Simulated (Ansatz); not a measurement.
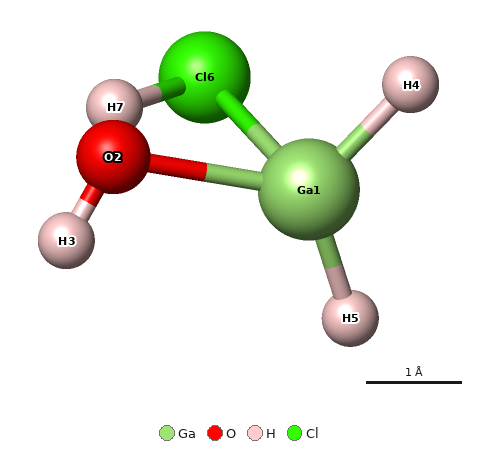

**Figure 1.** The input geometry (ball-and-stick view, seen at a tilt; atoms are numbered from 1 in the order of the input). Sticks mark near contacts.

GaH4ClO: geometry relaxation

- system: GaH4ClO
- method: RKS B3LYP-D4/def2-mTZVP (Ansatz 0.2.0)

The input holds or restrains some coordinates. It belongs to a series of runs on one base structure; here: pulled along the bonds that form and break, towards end B. Figures and captions count atoms from 1; the log counts them from 0 in places.

## Output
```
The last accepted step is kept in [file] (removed where the run ends without a failure and the disk answers)
Engine: ansatz 0.2.0, x86_64-unknown-linux-gnu
Functional definition: B3LYP
  parameter a0 = 0.2
  parameter ax = 0.72
  parameter ac = 0.81
  exchange = (1 - a0 - ax)*slater_x + ax*b88_x + a0*exact_x
  correlation = (1 - ac)*vwn_rpa_c + ac*lyp_c
934 factors; integrals over basis functions are off by at most 5.1e-4 eV
mean field evaluation 1: about -67010.7975 eV, gradient 5.9e1 eV
mean field evaluation 2: about -66989.8933 eV, gradient 1.2e2 eV
mean field evaluation 4: about -67016.1088 eV, gradient 7.2e0 eV
mean field evaluation 8: about -67016.1928 eV, gradient 9.0e-2 eV
mean field -67016.19284616 eV, -2462.7996618893 hartree, gradient 4.6e-5 eV, S^2 0.000000; 0 other end points of the search recorded, 0 dependent functions left out
the calculation of the forces begins
reference -67016.19309218 eV, -2462.7996709304 hartree; 30, 30 occupied and 64, 64 virtual orbitals, 934 factors
relax step   1: F+E_penalty+E_count = -67016.40353270 eV  Δ(F+E_penalty+E_count) = +0.000e0 eV  max|allowed force component| = 1.622e0 eV/Å  E_restraint = 26.86146302 eV  max|allowed force component, restraints' pulls added| = 2.980e1 eV/Å  Δτ_max = 0.0000 Å  (26 SCF iters, accepted)
  distance Ga 0 - Cl 5 = 2.5400 Å
  distance H 6 - O 1 = 1.2827 Å
  distance Ga 0 - O 1 = 2.1400 Å
  distance H 6 - Cl 5 = 1.6193 Å
these checks for a lower state are left out or cut short: starts, cluster_reference, orbital_swaps, neighbouring_geometries, increment
934 factors; integrals over basis functions are off by at most 5.9e-4 eV
mean field evaluation 16: about -67015.7268 eV, gradient 1.5e1 eV
mean field -67016.48071542 eV, -2462.8102408896 hartree, gradient 2.6e-5 eV, S^2 0.000000; 0 other end points of the search recorded, 0 dependent functions left out
the calculation of the forces begins
reference -67016.48095740 eV, -2462.8102497823 hartree; 30, 30 occupied and 64, 64 virtual orbitals, 934 factors
relax step   2: F+E_penalty+E_count = -67016.68522107 eV  Δ(F+E_penalty+E_count) = -2.817e-1 eV  max|allowed force component| = 2.871e0 eV/Å  E_restraint = 11.60223200 eV  max|allowed force component, restraints' pulls added| = 1.897e1 eV/Å  Δτ_max = 0.1949 Å  (35 SCF iters, accepted)
  distance Ga 0 - Cl 5 = 2.4785 Å
  distance H 6 - O 1 = 1.1294 Å
  distance Ga 0 - O 1 = 2.4231 Å
  distance H 6 - Cl 5 = 1.9528 Å
these checks for a lower state are left out or cut short: starts, cluster_reference, orbital_swaps, neighbouring_geometries, increment
934 factors; integrals over basis functions are off by at most 6.2e-4 eV
mean field -67016.87394193 eV, -2462.8246916973 hartree, gradient 1.2e-5 eV, S^2 0.000000; 0 other end points of the search recorded, 0 dependent functions left out
the calculation of the forces begins
reference -67016.87418299 eV, -2462.8247005561 hartree; 30, 30 occupied and 64, 64 virtual orbitals, 934 factors
relax step   3: F+E_penalty+E_count = -67017.07279849 eV  Δ(F+E_penalty+E_count) = -3.876e-1 eV  max|allowed force component| = 2.073e0 eV/Å  E_restraint = 3.14913681 eV  max|allowed force component, restraints' pulls added| = 8.505e0 eV/Å  Δτ_max = 0.1948 Å  (30 SCF iters, accepted)
  distance Ga 0 - Cl 5 = 2.3812 Å
  distance H 6 - O 1 = 0.9845 Å
  distance Ga 0 - O 1 = 2.6759 Å
  distance H 6 - Cl 5 = 2.2688 Å
these checks for a lower state are left out or cut short: starts, cluster_reference, orbital_swaps, neighbouring_geometries, increment
934 factors; integrals over basis functions are off by at most 6.2e-4 eV
mean field evaluation 32: about -67017.0832 eV, gradient 1.6e-1 eV
mean field -67017.09913543 eV, -2462.8329674056 hartree, gradient 1.0e-5 eV, S^2 0.000000; 0 other end points of the search recorded, 0 dependent functions left out
the calculation of the forces begins
reference -67017.09937735 eV, -2462.8329762962 hartree; 30, 30 occupied and 64, 64 virtual orbitals, 934 factors
relax step   4: F+E_penalty+E_count = -67017.29107840 eV  Δ(F+E_penalty+E_count) = -2.183e-1 eV  max|allowed force component| = 9.646e-1 eV/Å  E_restraint = 0.16371025 eV  max|allowed force component, restraints' pulls added| = 2.622e0 eV/Å  Δτ_max = 0.1945 Å  (29 SCF iters, accepted)
  distance Ga 0 - Cl 5 = 2.2537 Å
  distance H 6 - O 1 = 0.9590 Å
  distance Ga 0 - O 1 = 2.9181 Å
  distance H 6 - Cl 5 = 2.5156 Å
these checks for a lower state are left out or cut short: starts, cluster_reference, orbital_swaps, neighbouring_geometries, increment
934 factors; integrals over basis functions are off by at most 6.2e-4 eV
mean field -67017.13537080 eV, -2462.8342990312 hartree, gradient 2.4e-5 eV, S^2 0.000000; 0 other end points of the search recorded, 0 dependent functions left out
the calculation of the forces begins
reference -67017.13561958 eV, -2462.8343081737 hartree; 30, 30 occupied and 64, 64 virtual orbitals, 934 factors
relax step   5: F+E_penalty+E_count = -67017.32707761 eV  Δ(F+E_penalty+E_count) = -3.600e-2 eV  max|allowed force component| = 9.448e-1 eV/Å  E_restraint = 0.03103482 eV  max|allowed force component, restraints' pulls added| = 1.005e0 eV/Å  Δτ_max = 0.1998 Å  (33 SCF iters, accepted)
  distance Ga 0 - Cl 5 = 2.2470 Å
  distance H 6 - O 1 = 0.9915 Å
  distance Ga 0 - O 1 = 2.9521 Å
  distance H 6 - Cl 5 = 2.5545 Å
these checks for a lower state are left out or cut short: starts, cluster_reference, orbital_swaps, neighbouring_geometries, increment
934 factors; integrals over basis functions are off by at most 6.0e-4 eV
mean field -67017.09687555 eV, -2462.8328843566 hartree, gradient 2.4e-5 eV, S^2 0.000000; 0 other end points of the search recorded, 0 dependent functions left out
the calculation of the forces begins
reference -67017.09711989 eV, -2462.8328933361 hartree; 30, 30 occupied and 64, 64 virtual orbitals, 934 factors
relax step   6: F+E_penalty+E_count = -67017.28432343 eV  Δ(F+E_penalty+E_count) = +4.275e-2 eV  max|allowed force component| = 2.345e0 eV/Å  E_restraint = 0.00467174 eV  max|allowed force component, restraints' pulls added| = 2.755e0 eV/Å  Δτ_max = 0.1952 Å  (29 SCF iters, rejected (line search))
  distance Ga 0 - Cl 5 = 2.2388 Å
  distance H 6 - O 1 = 1.0247 Å
  distance Ga 0 - O 1 = 2.9855 Å
  distance H 6 - Cl 5 = 2.5786 Å
these checks for a lower state are left out or cut short: starts, cluster_reference, orbital_swaps, neighbouring_geometries, increment
934 factors; integrals over basis functions are off by at most 6.0e-4 eV
mean field -67017.20062521 eV, -2462.8366970864 hartree, gradient 8.5e-6 eV, S^2 0.000000; 0 other end points of the search recorded, 0 dependent functions left out
the calculation of the forces begins
reference -67017.20087203 eV, -2462.8367061568 hartree; 30, 30 occupied and 64, 64 virtual orbitals, 934 factors
relax step   7: F+E_penalty+E_count = -67017.39030299 eV  Δ(F+E_penalty+E_count) = -6.323e-2 eV  max|allowed force component| = 7.655e-1 eV/Å  E_restraint = 0.01276561 eV  max|allowed force component, restraints' pulls added| = 5.036e-2 eV/Å  Δτ_max = 0.0976 Å  (29 SCF iters, accepted)
  distance Ga 0 - Cl 5 = 2.2311 Å
  distance H 6 - O 1 = 0.9869 Å
  distance Ga 0 - O 1 = 2.9746 Å
  distance H 6 - Cl 5 = 2.5717 Å
934 factors; integrals over basis functions are off by at most 6.0e-4 eV
mean field evaluation 64: about -67016.9564 eV, gradient 1.1e1 eV
```

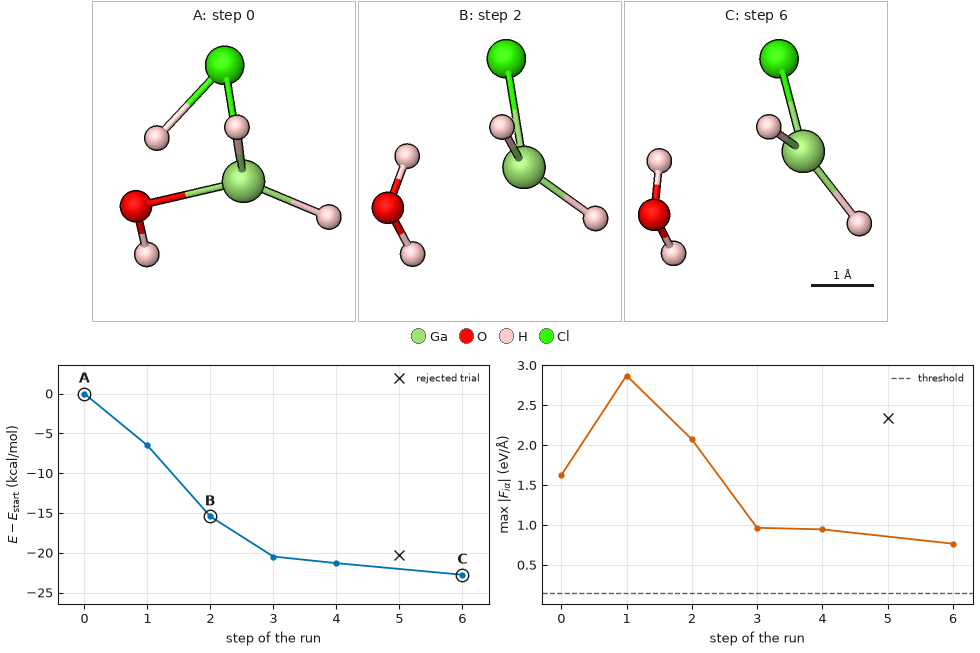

**Figure 2.** Frames of the restrained relaxation (ball-and-stick view, seen at a tilt) above the curves, on which the letters mark them (the first geometry is step 0 here and step 1 in the log).

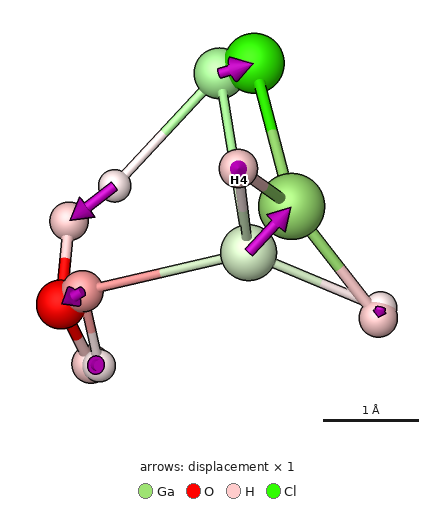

**Figure 3.** Start (faint) and end (solid) with the displacements as pink arrows, at true length (ball-and-stick view, seen at a tilt). The two geometries are laid on each other by the best rigid fit. Ga1 moves most after the best rigid fit: 0.67 Å. By element the largest moves are Ga 0.67 Å, H 0.61 Å, Cl 0.40 Å, O 0.30 Å. Distances before and after: Cl6–H7 1.619 → 2.572 Å, Ga1–O2 2.140 → 2.975 Å, Ga1–Cl6 2.540 → 2.231 Å, O2–H7 1.283 → 0.987 Å. New bonds form: O2–H7 (1.28 → 0.99 Å). Bonds break: Ga1–O2 (2.14 → 2.97 Å). Among the angles that change: H4–Ga1–Cl6 96.8° → 113.9°, H4–Ga1–H5 120.0° → 132.3°, H5–Ga1–Cl6 101.3° → 113.4°. The energy falls by 22.8 kcal/mol in 6 geometry steps. The largest force component goes from 1.6 to 0.77 eV/Å. The line search rejected the trial step at point 5 (counted from 0) and went back. (Atoms are counted from 1 in the order of the input.)

```
mean field -67017.20062521 eV, -2462.8366970864 hartree, gradient 8.5e-6 eV, S^2 0.000000; 1 other end points of the search recorded, 0 dependent functions left out
the calculation of the forces begins
reference -67017.20087203 eV, -2462.8367061568 hartree; 30, 30 occupied and 64, 64 virtual orbitals, 934 factors
Total energy: -67017.39054980 eV, -2462.8436766865 hartree
Atom 0 at     0.054821     0.442114    -0.496378 Å, force    -0.041080     0.146250     0.518206 eV/Å
Atom 1 at    -0.049020    -0.070666     2.431871 Å, force     0.113849     0.765480    -0.398985 eV/Å
Atom 2 at    -0.986358    -0.168968     2.652354 Å, force    -0.004694    -0.031869     0.018048 eV/Å
Atom 3 at     1.469693    -0.087563    -0.869944 Å, force    -0.000393     0.000394     0.008547 eV/Å
Atom 4 at    -1.378325    -0.110021    -0.766592 Å, force     0.015734     0.008259    -0.008699 eV/Å
Atom 5 at     0.062021     2.482195     0.406796 Å, force     0.011133    -0.167069    -0.164892 eV/Å
Atom 6 at     0.091369     0.906208     2.438792 Å, force    -0.094549    -0.721445     0.027775 eV/Å
Dipole moment:    -0.254838    -0.275015    -0.031235 e Å
```

## Trajectory as extended XYZ (Å, eV, eV/Å), 7 frames, from step=1 to step=7
```
7
Properties=species:S:1:pos:R:3:forces:R:3 step=1 energy=-67016.40353
Ga    0.0000    0.0000    0.0000    0.1630   1.3975   0.2900
O     0.0000    0.0000    2.1400   -1.2761   0.5724  -0.9893
H    -0.9095   -0.2814    2.4771    1.5393   0.7340  -0.4973
H     1.3596    0.0000   -0.7850    0.1087  -0.4933   0.4963
H    -1.3596    0.0000   -0.7850   -0.1840  -0.4185   0.4977
Cl    0.1138    2.4077    0.8009   -0.0071  -0.1697   0.0565
H     0.0599    1.2670    1.9489   -0.3438  -1.6224   0.1461
7
Properties=species:S:1:pos:R:3:forces:R:3 step=2 energy=-67016.68522
Ga    0.0055    0.0977   -0.1296    0.1913   1.9805   0.7117
O     0.0066    0.0134    2.2920   -0.1063   2.0396  -1.8130
H    -0.9137   -0.2791    2.4822    0.5486   0.7420   0.0629
H     1.3708   -0.0050   -0.7871    0.6878  -0.5697   0.1426
H    -1.3701   -0.0041   -0.7863   -0.6402  -0.4722   0.2744
Cl    0.1158    2.4487    0.6473   -0.0958  -0.8490  -0.1205
H     0.0494    1.1216    2.0783   -0.5853  -2.8712   0.7419
7
Properties=species:S:1:pos:R:3:forces:R:3 step=3 energy=-67017.07280
Ga    0.0110    0.2101   -0.2537    0.1051   2.0727   0.6542
O     0.0138    0.0238    2.4158   -0.0613  -0.3886  -1.0467
H    -0.9149   -0.2686    2.4880    0.3036   0.5443   0.1827
H     1.3877   -0.0146   -0.7887    0.9837  -0.6279  -0.0579
H    -1.3845   -0.0121   -0.7844   -0.8136  -0.4913   0.1422
Cl    0.1158    2.4663    0.5002   -0.1409  -0.9201  -0.2003
H     0.0352    0.9884    2.2197   -0.3766  -0.1891   0.3258
7
Properties=species:S:1:pos:R:3:forces:R:3 step=4 energy=-67017.29108
Ga    0.0184    0.3538   -0.3844    0.0701   0.9646   0.2645
O     0.0119   -0.0150    2.5103    0.0189  -0.8382  -0.6272
H    -0.9229   -0.2684    2.5069    0.0006   0.1755   0.1907
H     1.4311   -0.0471   -0.7915    0.4005  -0.4140  -0.0183
H    -1.4178   -0.0360   -0.7749   -0.2623  -0.2723   0.1385
Cl    0.1112    2.4745    0.3726   -0.1148  -0.3311  -0.0185
H     0.0322    0.9315    2.3579   -0.1131   0.7155   0.0705
7
Properties=species:S:1:pos:R:3:forces:R:3 step=5 energy=-67017.32708
Ga    0.0705    0.4855   -0.5254   -0.3098  -0.0630   0.8985
O    -0.0449   -0.0339    2.3783   -0.1786   0.8925  -0.0292
H    -0.9949   -0.1447    2.5582    0.2275  -0.0899  -0.0414
H     1.4320   -0.1527   -0.9204    0.1548   0.2044  -0.0484
H    -1.3422   -0.1819   -0.7255    0.0842   0.2586  -0.0514
Cl    0.0531    2.4848    0.5002    0.0561  -0.2578  -0.4836
H     0.0907    0.9363    2.5315   -0.0343  -0.9448  -0.2445
7
Properties=species:S:1:pos:R:3:forces:R:3 step=6 energy=-67017.28432 accepted=F
Ga    0.0565    0.4589   -0.4221   -0.0600   0.1424   0.1848
O    -0.0190   -0.1079    2.5082   -0.2135   2.3454  -1.0053
H    -0.9863   -0.2067    2.5532    0.1692  -0.1835   0.1219
H     1.4459   -0.0974   -0.8501    0.0364   0.0278   0.0853
H    -1.3772   -0.1084   -0.6987    0.0572   0.0671   0.1135
Cl    0.0827    2.5548    0.3645   -0.0152  -0.4243  -0.0563
H     0.0616    0.9000    2.3419    0.0260  -1.9749   0.5560
7
Properties=species:S:1:pos:R:3:forces:R:3 step=7 energy=-67017.39030
Ga    0.0548    0.4421   -0.4964   -0.0411   0.1462   0.5182
O    -0.0490   -0.0707    2.4319    0.1138   0.7655  -0.3990
H    -0.9864   -0.1690    2.6524   -0.0047  -0.0319   0.0180
H     1.4697   -0.0876   -0.8699   -0.0004   0.0004   0.0085
H    -1.3783   -0.1100   -0.7666    0.0157   0.0083  -0.0087
Cl    0.0620    2.4822    0.4068    0.0111  -0.1671  -0.1649
H     0.0914    0.9062    2.4388   -0.0945  -0.7214   0.0278
```

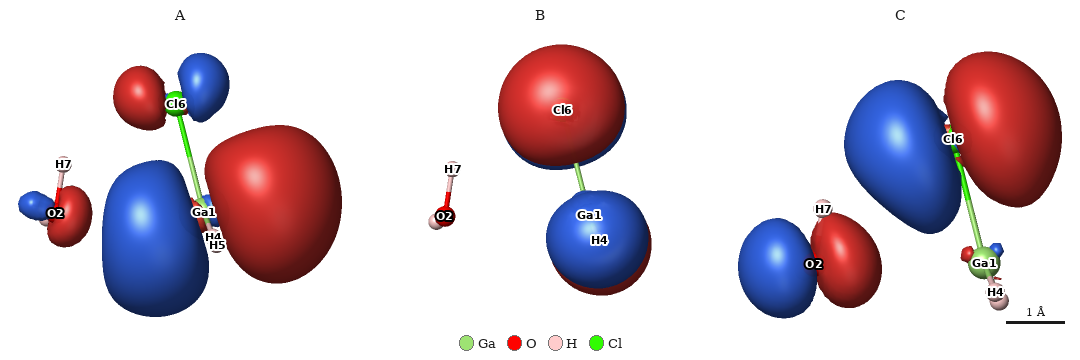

**Figure 4.** Three frontier orbitals at ±0.08 Å⁻³ᐟ² (blue and red are the two phases). C is the HOMO−1 (−8.57 eV). B is the HOMO (−8.15 eV). A is the LUMO (−1.68 eV). It lies mainly on Ga1 (75 %). The HOMO–LUMO gap is 6.47 eV between the orbital energies.

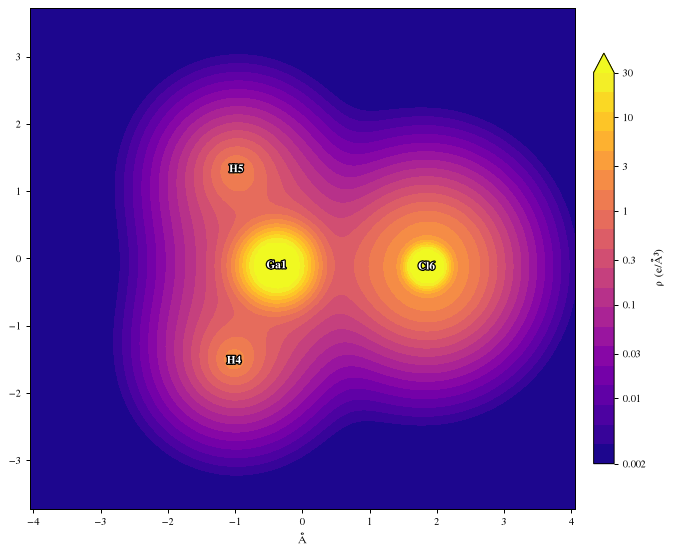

**Figure 5.** Electron density on the plane of atoms H4, Ga1 and Cl6. The section cuts through Ga, H and Cl sites. Ga–Cl (2.23 Å): ρ is about 0.6 e/Å³ halfway. Ga–H (1.56 Å): ρ at the midpoint is about 1 e/Å³, with its minimum of 0.77 e/Å³ about 1.0 Å from Ga.

This output came from the following input.

## The input
```yaml
crystal:
  periodic: [false, false, false]
  atoms:
    - { symbol: Ga, position_ang: [0.0, 0.0, 0.0] }
    - { symbol: O, position_ang: [0.0, 0.0, 2.14] }
    - { symbol: H, position_ang: [-0.9095, -0.2814, 2.4771] }
    - { symbol: H, position_ang: [1.3596, 0.0, -0.785] }
    - { symbol: H, position_ang: [-1.3596, 0.0, -0.785] }
    - { symbol: Cl, position_ang: [0.1138, 2.4077, 0.8009] }
    - { symbol: H, position_ang: [0.0599, 1.267, 1.9489] }
basis:
  gaussian: { orbitals: def2-mTZVP }
hamiltonian:
  xc: b3lyp
  dispersion: d4
relax:
  f_tol: 0.15
  max_steps: 25
  restrain:
    - { distance: [0, 5], at: 2.24, k: 30.0 }
    - { distance: [6, 1], at: 1.01, k: 30.0 }
    - { distance: [0, 1], at: 2.99, k: 30.0 }
    - { distance: [6, 5], at: 2.57, k: 30.0 }
output:
  orbitals: {}
```

Run as:
```bash
ansatz run input.yaml --threads 2 --pin off --max-ram 3072MiB --backend cpu --events-out ev --progress --plain --runs-dir out
```

## Summary

```tsv
quantity	value
outcome	converged under the restraints of the input
total energy	−67017.3905 eV
mean-field energy	−67017.2009 eV
largest force (length of the vector) at the end, held atoms and coordinates included	0.871 eV/Å
hardware	2 threads of Intel Xeon (Granite Rapids), 32 GiB of memory available, shared host
wall time	8.8 s (CPU time 16 s)
peak memory	0.21 GiB
```
